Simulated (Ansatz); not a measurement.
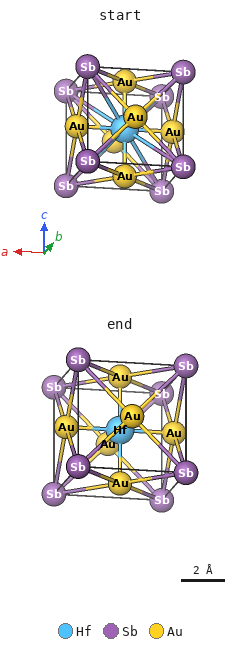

The structure of crystalline HfSbAu3 (built on the cubic perovskite type) (coarse preliminary run) before (top) and after (bottom) a relaxation, at one scale.

The picture is a ball-and-stick view of the cell of the calculation, seen from a free direction.

Case: cubic perovskite type (Pm-3m, No. 221).

Level of theory: Ansatz 0.2.0, DFT PBE, scalar-relativistic, plane waves, PAW. (plane-wave cutoff 420 eV; k-point mesh 4 × 4 × 4; occupations gaussian; smearing width 0.1 eV; no spin polarisation; cell and atoms relaxed; force threshold 0.04 eV/Å; at most 70 steps)

> Describe what moved and what it gained.

The atoms keep their places relative to the cell (all moves are under 0.005 Å). Cell: a = b = c 4.600 → 5.184 Å (+12.7 %). Volume +43.2 %. Some distances before and after: Hf–Sb 3.984 → 4.490 Å, Au–Sb 3.253 → 3.666 Å, Au–Hf 2.300 → 2.592 Å. The space group stays Pm-3m (No. 221). The energy falls by 944 meV per atom in 5 accepted moves (7 points after the start). All forces vanish by symmetry, so only the cell relaxes. The pressure goes from 51.04 to 0.21 GPa. At 2 points the geometry stayed and the basis and grid were re-selected for the new cell (energy shift of 15.2 meV per atom at most each time).
